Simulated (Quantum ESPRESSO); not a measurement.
# Magnetic state of CuWO4 from several starts, part 2 of 3

A self-consistent run ends on one state, which hangs on the start. Several orders of CuWO4 are started in Quantum ESPRESSO and their energies compared.

Quantum ESPRESSO 7.5; PBEsol with U = 6 eV on Cu d (ortho-atomic projectors); plane waves with GBRV 1.5 PBEsol potentials, no spin-orbit coupling.

So far, absolute magnetization (μB): step 2 (run 1 (ferro ++)) 2.13.

## Step 3: Run 2 (antiferro +−)

The input, pw.in:

```
&CONTROL
  calculation = 'scf'
  prefix = 'pwscf'
  outdir = './tmp'
  pseudo_dir = './pseudo'
  disk_io = 'nowf'
/
&SYSTEM
  ibrav = 0
  celldm(1) = 8
  nat = 12
  ntyp = 4
  ecutwfc = 40
  ecutrho = 280
  nbnd = 73
  occupations = 'smearing'
  smearing = 'fd'
  degauss = 0.00367493
  nspin = 2
  starting_magnetization(1) = 0.0526
  starting_magnetization(2) = -0.0526
  starting_magnetization(3) = 0
  starting_magnetization(4) = 0
/
&ELECTRONS
  conv_thr = 2.4d-08
  electron_maxstep = 150
  mixing_beta = 0.3
/
ATOMIC_SPECIES
Cu1    63.5460 cu_pbesol_v1.2.uspp.F.UPF
Cu2    63.5460 cu_pbesol_v1.2.uspp.F.UPF
W     183.8400 w_pbesol_v1.2.uspp.F.UPF
O      15.9990 o_pbesol_v1.2.uspp.F.UPF
CELL_PARAMETERS alat
   1.1093637214616    0.0000000000000    0.0000000000000
   0.0490111256506    1.1501774026444    0.0000000000000
   0.1728010651790    0.0318361699831    1.3655729172783
ATOMIC_POSITIONS crystal
Cu1     0.4962000000    0.7638000000    0.6621000000
Cu2     0.5038000000    0.2362000000    0.3379000000
W       0.0166000000    0.7330000000    0.1745000000
W       0.9834000000    0.2670000000    0.8255000000
O       0.2481000000    0.5829000000    0.3556000000
O       0.7519000000    0.4171000000    0.6444000000
O       0.2243000000    0.5676000000    0.8769000000
O       0.7757000000    0.4324000000    0.1231000000
O       0.7293000000    0.9044000000    0.3859000000
O       0.2707000000    0.0956000000    0.6141000000
O       0.7845000000    0.9488000000    0.9036000000
O       0.2155000000    0.0512000000    0.0964000000
K_POINTS automatic
4 4 4 0 0 0
HUBBARD {ortho-atomic}
U Cu1-3d 6.0000
U Cu2-3d 6.0000
```

Command:

```sh
OMP_NUM_THREADS=1 mpirun -n 4 pw.x -nk 4 -in pw.in > pw.out
```

Output:

```text
[banner, memory and clock lines left out]
Program PWSCF v.7.5 starts

     bravais-lattice index     =            0
     lattice parameter (alat)  =       8.0000  a.u.
     unit-cell volume          =     892.1208 (a.u.)^3
     number of atoms/cell      =           12
     number of atomic types    =            4
     number of electrons       =       114.00
     number of Kohn-Sham states=           73
     kinetic-energy cutoff     =      40.0000  Ry
     charge density cutoff     =     280.0000  Ry
     scf convergence threshold =      2.4E-08
     mixing beta               =       0.3000
     number of iterations used =            8  plain     mixing
     Exchange-correlation= SLA  PW   PSX  PSC
                           (   1   4  10   8   0   0   0)
     Hubbard projectors: ortho-atomic
     Hubbard parameters of DFT+U (Dudarev formulation) in eV:
     U(Cu1-3d) =  6.0000
     U(Cu2-3d) =  6.0000

     Internal variables: lda_plus_u =T, lda_plus_u_kind = 0

     Internal variables: orbital_resolved =F, hub_pot_fix =F, apply_U = F

     celldm(1)=   8.000000  celldm(2)=   0.000000  celldm(3)=   0.000000
     celldm(4)=   0.000000  celldm(5)=   0.000000  celldm(6)=   0.000000

     crystal axes: (cart. coord. in units of alat)
               a(1) = (   1.109364   0.000000   0.000000 )
               a(2) = (   0.049011   1.150177   0.000000 )
               a(3) = (   0.172801   0.031836   1.365573 )

     reciprocal axes: (cart. coord. in units 2 pi/alat)
               b(1) = (  0.901418 -0.038411 -0.113171 )
               b(2) = (  0.000000  0.869431 -0.020269 )
               b(3) = (  0.000000  0.000000  0.732293 )

     PseudoPot. # 1 for Cu read from file:
     cu_pbesol_v1.2.uspp.F.UPF
     Pseudo is Ultrasoft + core correction, Zval = 19.0

     PseudoPot. # 2 for Cu read from file:
     cu_pbesol_v1.2.uspp.F.UPF
     Pseudo is Ultrasoft + core correction, Zval = 19.0

     PseudoPot. # 3 for W  read from file:
     w_pbesol_v1.2.uspp.F.UPF
     Pseudo is Ultrasoft + core correction, Zval = 14.0

     PseudoPot. # 4 for O  read from file:
     o_pbesol_v1.2.uspp.F.UPF
     Pseudo is Ultrasoft + core correction, Zval =  6.0

     atomic species   valence    mass     pseudopotential
     Cu1              19.00    63.54600     Cu( 1.00)
     Cu2              19.00    63.54600     Cu( 1.00)
     W                14.00   183.84000     W ( 1.00)
     O                 6.00    15.99900     O ( 1.00)

     Starting magnetic structure
     atomic species   magnetization
     Cu1             0.053
     Cu2            -0.053
     W               0.000
     O               0.000

     No symmetry found

   Cartesian axes

     site n.     atom                  positions (alat units)
         1        Cu1    tau(   1) = (   0.7023126   0.8995842   0.9041458  )
         2        Cu2    tau(   2) = (   0.6288634   0.2824293   0.4614271  )
         3        W      tau(   3) = (   0.0844944   0.8486354   0.2382925  )
         4        W      tau(   4) = (   1.2466815   0.3333781   1.1272804  )
         5        O      tau(   5) = (   0.3652498   0.6817594   0.4855977  )
         6        O      tau(   6) = (   0.9659261   0.5002542   0.8799752  )
         7        O      tau(   7) = (   0.4281783   0.6807578   1.1974709  )
         8        O      tau(   8) = (   0.9029977   0.5012557   0.1681020  )
         9        O      tau(   9) = (   0.9200686   1.0525060   0.5269746  )
        10        O      tau(  10) = (   0.4111074   0.1295076   0.8385983  )
        11        O      tau(  11) = (   1.0729406   1.1200555   1.2339317  )
        12        O      tau(  12) = (   0.2582353   0.0619581   0.1316412  )

     number of k points=    36  Fermi-Dirac smearing, width (Ry)=  0.0037
                       cart. coord. in units 2pi/alat
        k(    1) = (   0.0000000   0.0000000   0.0000000), wk =   0.0156250
        k(    2) = (   0.0000000   0.0000000   0.1830733), wk =   0.0312500
        k(    3) = (   0.0000000   0.0000000  -0.3661467), wk =   0.0156250
        k(    4) = (   0.0000000   0.2173578  -0.0050674), wk =   0.0312500
        k(    5) = (   0.0000000   0.2173578   0.1780060), wk =   0.0312500
        [... 31 further k-points ...]

     Dense  grid:    70665 G-vectors     FFT dimensions: (  48,  50,  60)

     Smooth grid:    30509 G-vectors     FFT dimensions: (  36,  40,  45)

     Check: negative core charge=   -0.000002
     Generating pointlists ...
     new r_m :   0.1879 (alat units)  1.5030 (a.u.) for type    1
     new r_m :   0.1879 (alat units)  1.5030 (a.u.) for type    2
     new r_m :   0.1690 (alat units)  1.3519 (a.u.) for type    3
     new r_m :   0.1690 (alat units)  1.3519 (a.u.) for type    4

     Initial potential from superposition of free atoms

     starting charge     111.7994, renormalised to     114.0000

     negative rho (up, down):  6.400E-02 6.400E-02

     STARTING HUBBARD OCCUPATIONS:

     =================== HUBBARD OCCUPATIONS ===================
     ------------------------ ATOM    1 ------------------------
     Tr[ns(  1)] (up, down, total) =   5.00000  3.00000  8.00000
     Atomic magnetic moment for atom   1 =   2.00000
     [... lines left out ...]
     ------------------------ ATOM    2 ------------------------
     Tr[ns(  2)] (up, down, total) =   3.00000  5.00000  8.00000
     Atomic magnetic moment for atom   2 =  -2.00000
     [... lines left out ...]
     Number of occupied Hubbard levels =   16.0000

     Atomic wfc used for Hubbard projectors are orthogonalized

     Starting wfcs are   84 randomized atomic wfcs

     Self-consistent Calculation

     iteration #  1     ecut=    40.00 Ry     beta= 0.30
     Davidson diagonalization with overlap
     ethr =  1.00E-02,  avg # of iterations =  2.0

     =================== HUBBARD OCCUPATIONS ===================
     ------------------------ ATOM    1 ------------------------
     Tr[ns(  1)] (up, down, total) =   4.96587  4.54050  9.50637
     Atomic magnetic moment for atom   1 =   0.42537
     [... lines left out ...]
     ------------------------ ATOM    2 ------------------------
     Tr[ns(  2)] (up, down, total) =   4.54031  4.96579  9.50610
     Atomic magnetic moment for atom   2 =  -0.42547
     [... lines left out ...]
     Number of occupied Hubbard levels =   19.0125

     negative rho (up, down):  6.282E-02 6.282E-02

     total energy              =   -1381.82390868 Ry
     estimated scf accuracy    <       5.14361191 Ry

     total magnetization       =    -0.00 Bohr mag/cell
     absolute magnetization    =     1.55 Bohr mag/cell

     iteration #  2     ecut=    40.00 Ry     beta= 0.30
     Davidson diagonalization with overlap
     ethr =  4.51E-03,  avg # of iterations =  2.1

     negative rho (up, down):  6.341E-02 6.341E-02

     total energy              =   -1382.84077751 Ry
     estimated scf accuracy    <       0.74852886 Ry

     total magnetization       =     0.00 Bohr mag/cell
     absolute magnetization    =     1.80 Bohr mag/cell

     [... further iterations left out ...]

     iteration # 17     ecut=    40.00 Ry     beta= 0.30
     Davidson diagonalization with overlap
     ethr =  1.07E-10,  avg # of iterations =  2.0

     negative rho (up, down):  6.395E-02 6.395E-02

     total energy              =   -1382.96615943 Ry
     estimated scf accuracy    <       0.00000004 Ry

     total magnetization       =     0.00 Bohr mag/cell
     absolute magnetization    =     1.93 Bohr mag/cell

     iteration # 18     ecut=    40.00 Ry     beta= 0.30
     Davidson diagonalization with overlap
     ethr =  3.31E-11,  avg # of iterations =  2.0

     negative rho (up, down):  6.395E-02 6.395E-02

     Magnetic moment per site  (integrated on atomic sphere of radius R)
     atom   1 (R=0.188)  charge= 16.3288  magn=  0.7369
     atom   2 (R=0.188)  charge= 16.3288  magn= -0.7369
     atom   3 (R=0.169)  charge=  7.3976  magn= -0.0044
     atom   4 (R=0.169)  charge=  7.3975  magn=  0.0044
     atom   5 (R=0.169)  charge=  4.8360  magn= -0.0310
     atom   6 (R=0.169)  charge=  4.8360  magn=  0.0310
     atom   7 (R=0.169)  charge=  4.8406  magn=  0.0268
     atom   8 (R=0.169)  charge=  4.8406  magn= -0.0268
     atom   9 (R=0.169)  charge=  4.8141  magn= -0.0068
     atom  10 (R=0.169)  charge=  4.8141  magn=  0.0068
     atom  11 (R=0.169)  charge=  4.7931  magn= -0.0015
     atom  12 (R=0.169)  charge=  4.7930  magn=  0.0015

     End of self-consistent calculation

     =================== HUBBARD OCCUPATIONS ===================
     ------------------------ ATOM    1 ------------------------
     Tr[ns(  1)] (up, down, total) =   4.94207  4.21009  9.15216
     Atomic magnetic moment for atom   1 =   0.73198
     [... lines left out ...]
     ------------------------ ATOM    2 ------------------------
     Tr[ns(  2)] (up, down, total) =   4.21009  4.94207  9.15216
     Atomic magnetic moment for atom   2 =  -0.73198
     [... lines left out ...]
     Number of occupied Hubbard levels =   18.3043

     [... lines left out ...]
     the Fermi energy is    10.0740 ev

!    total energy              =   -1382.96615946 Ry
     estimated scf accuracy    <       0.00000001 Ry
     smearing contrib. (-TS)   =      -0.00000000 Ry
     internal energy E=F+TS    =   -1382.96615946 Ry

     The total energy is F=E-TS. E is the sum of the following terms:
     one-electron contribution =    -857.97558814 Ry
     hartree contribution      =     485.87856132 Ry
     xc contribution           =    -216.09654635 Ry
     ewald contribution        =    -794.90885157 Ry
     Hubbard energy            =       0.13626528 Ry

     total magnetization       =    -0.00 Bohr mag/cell
     absolute magnetization    =     1.93 Bohr mag/cell

     convergence has been achieved in  18 iterations
```

It took 2.3 min on 4 MPI ranks of Intel Xeon Platinum 8375C at 2.90GHz (Ice Lake), shared host; peak memory 1.3 GiB.

Spin moment in the atom's sphere by atom:

```csv
atom,spin moment in the atom's sphere (μB)
Cu1,0.737
Cu2,-0.737
W3,-0.004
W4,0.004
O5,-0.031
O6,0.031
O7,0.027
O8,-0.027
O9,-0.007
O10,0.007
O11,-0.002
O12,0.002
```

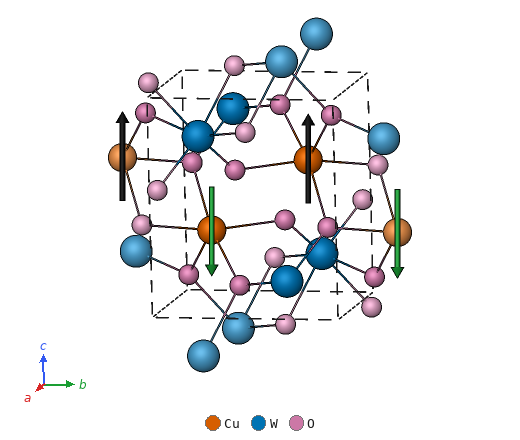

Spin moment in the atom's sphere as arrows, the longest 0.737 μB. Up and down stand for the sign. Arrows give size and sign along the axis of quantisation, drawn up and down the page. The two directions have two colours. Some periodic images of atoms are drawn too.

Read from the output:

```
smearing term TS       : 3.28e-9 eV
magnetization          : 0 μB
absolute magnetization : 1.928 μB
final state            : antiferromagnetic
```

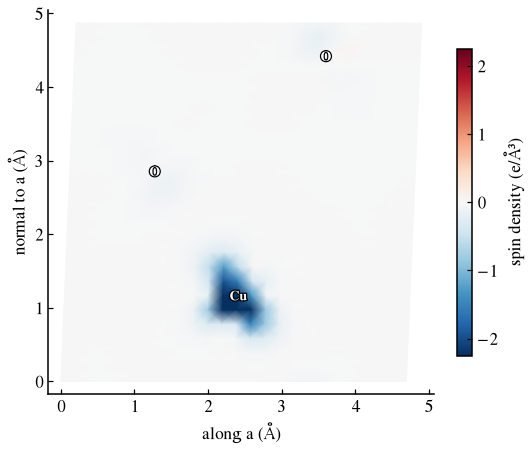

Spin density in the ab plane at fractional z = 0.356, with atoms of Cu and O within 0.2 Å of it.

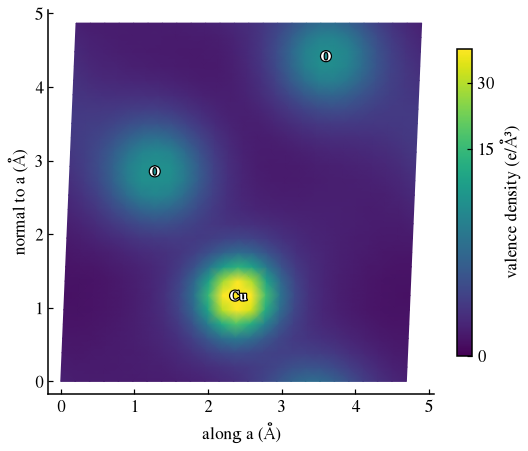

Valence density in the ab plane at fractional z = 0.356, with atoms of Cu and O within 0.2 Å of it. It is the smooth field of the valence electrons, not physical close to the nuclei. The colour scale is stretched toward low values.

## Step 4: The states side by side

An order is kept where moments of 0.15 μB or more survive with the typed signs; meshes match where a doubled cell samples the same k points as the first cell.

Orders:

```csv
start,final state,typed order kept,energy over the lowest (meV a seeded atom),largest site moment (μB),net moment (μB a cell of the first run),mesh matched,CPU time (s)
ferro ++,ferromagnetic,yes,3.88,0.7423,2,yes,618.7
antiferro +-,antiferromagnetic,yes,0,0.7369,0,yes,559.2
```

## Step 5: The lowest state again, with its states saved

Changes to pw.in since step 3:

```diff
@@ -5,3 +5,3 @@
   pseudo_dir = './pseudo'
-  disk_io = 'nowf'
+  disk_io = 'low'
 /
@@ -14,3 +14,3 @@
   ecutrho = 280
-  nbnd = 73
+  nbnd = 77
   occupations = 'smearing'
```

Output:

```text
     [... lines left out ...]
Program PWSCF v.7.5 starts
     [... lines left out ...]
     number of atoms/cell      =           12
     [... lines left out ...]
     number of electrons       =       114.00
     number of Kohn-Sham states=           77
     kinetic-energy cutoff     =      40.0000  Ry
     charge density cutoff     =     280.0000  Ry
     scf convergence threshold =      2.4E-08
     [... lines left out ...]
     No symmetry found
     [... lines left out ...]
     number of k points=    36  Fermi-Dirac smearing, width (Ry)=  0.0037
     [... lines left out ...]
     iteration # 18     ecut=    40.00 Ry     beta= 0.30
     [... lines left out ...]
     Magnetic moment per site  (integrated on atomic sphere of radius R)
     atom   1 (R=0.188)  charge= 16.3288  magn=  0.7369
     atom   2 (R=0.188)  charge= 16.3288  magn= -0.7369
     atom   3 (R=0.169)  charge=  7.3976  magn= -0.0044
     atom   4 (R=0.169)  charge=  7.3975  magn=  0.0044
     atom   5 (R=0.169)  charge=  4.8360  magn= -0.0310
     atom   6 (R=0.169)  charge=  4.8360  magn=  0.0310
     atom   7 (R=0.169)  charge=  4.8405  magn=  0.0268
     atom   8 (R=0.169)  charge=  4.8406  magn= -0.0268
     atom   9 (R=0.169)  charge=  4.8141  magn= -0.0068
     atom  10 (R=0.169)  charge=  4.8141  magn=  0.0068
     atom  11 (R=0.169)  charge=  4.7931  magn= -0.0015
     atom  12 (R=0.169)  charge=  4.7930  magn=  0.0015
     [... lines left out ...]
     Tr[ns(  1)] (up, down, total) =   4.94207  4.21010  9.15217
     [... lines left out ...]
     Tr[ns(  2)] (up, down, total) =   4.21010  4.94207  9.15217
     [... lines left out ...]
     the Fermi energy is    10.0724 ev
!    total energy              =   -1382.96615946 Ry
     estimated scf accuracy    <       0.00000001 Ry
     smearing contrib. (-TS)   =      -0.00000000 Ry
     [... lines left out ...]
     total magnetization       =    -0.00 Bohr mag/cell
     absolute magnetization    =     1.93 Bohr mag/cell
     convergence has been achieved in  18 iterations
```

Elapsed: 2.6 min, on 4 MPI ranks; peak memory 1.3 GiB.

Read from the output:

* smearing term TS: 3.28e-9 eV
* magnetization: 0 μB
* absolute magnetization: 1.928 μB
* final state: antiferromagnetic
* largest moment: 0.7369 μB

(Part 2 of 3 ends here.)

[Logs and program files are shortened in this print: banners, set-up blocks, solver, clock and traceback lines can be left out without a mark of their own.]

[Logs are printed without paths, hosts, clocks, repeated set-up lines and the standing remarks that a program may print on its own settings, such as how far it seeks lower states.]

[Hosts, paths, dates, database ids (printed as entryN), source tags and the programs' standing remarks are cut or masked in the printed files.]

[Where a cell is said to come from a database of computed structures, the database is the Materials Project.]
